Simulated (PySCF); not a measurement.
The calculation's input:

```
{"job": {"kind": "nmr", "xc": "PBE0", "basis": "pcSseg-1"}, "charge": 0, "multiplicity": 1}
C     -2.926872     0.659292     2.234988
C     -2.609342     0.429423     0.969900
O     -1.331237     0.217277     0.582615
C     -1.080645    -0.015300    -0.730377
C      0.143764    -0.214610    -1.237559
C      0.291272    -0.393923    -2.721961
C      1.354978    -0.232937    -0.411267
C      2.571336    -0.012055    -0.921011
C      1.199579    -0.549794     1.015166
C      1.857346     0.060505     1.988469
H     -3.946115     0.824984     2.524951
H     -2.171587     0.686139     2.998975
H     -3.357199     0.399470     0.181184
H     -1.951736    -0.008757    -1.381325
H      0.756251     0.484430    -3.168340
H      0.919874    -1.255344    -2.938159
H     -0.678085    -0.539522    -3.191594
H      3.446432    -0.061099    -0.296682
H      2.737898     0.221875    -1.957195
H      0.497822    -1.340141     1.246082
H      2.534686     0.874665     1.789750
H      1.731170    -0.215194     3.021756
```

Run with:

```sh
OMP_NUM_THREADS=1 python probes_run.py task.json out
```

Geometry: GFN2-xTB.

Method: PBE0/pcSseg-1, SCF density, gas phase, non-relativistic (PySCF 2.14.0).

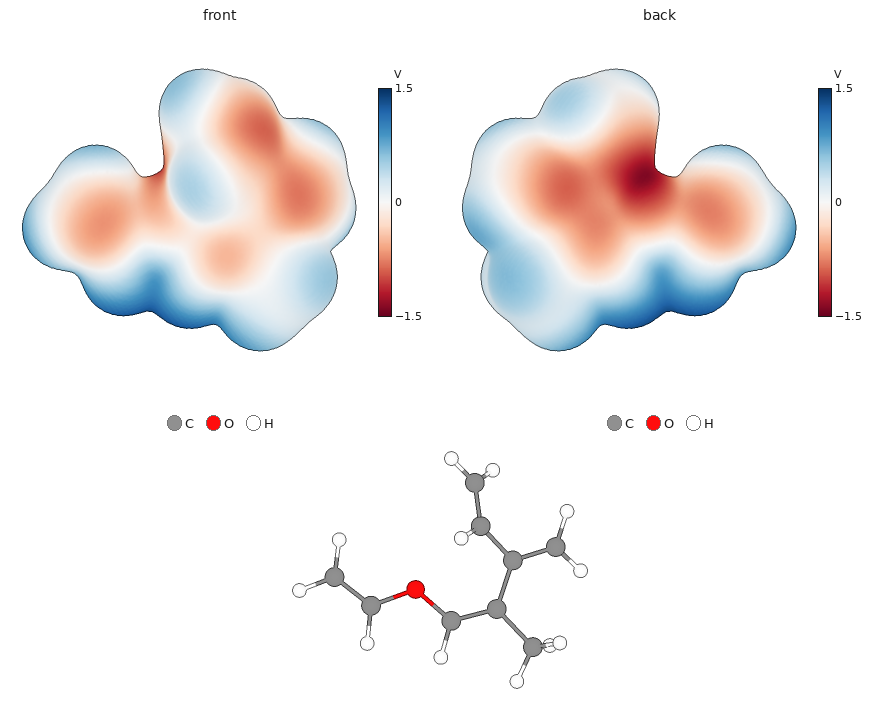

C₉H₁₂O (SMILES C=CO/C=C(/C)C(=C)C=C). The electrostatic potential painted on the density surface at 0.002 e/bohr³, seen from the front and from behind; red is negative and blue positive. The bare structure is drawn below in the same view.

> Describe the electrostatic potential map.

The most negative region (about −1.3 V) lies over O3, C9 and C10, the most positive (about +1.3 V) over H13 and H14.

> What dipole moment does the calculation give?

Its dipole moment is 1.75 D.
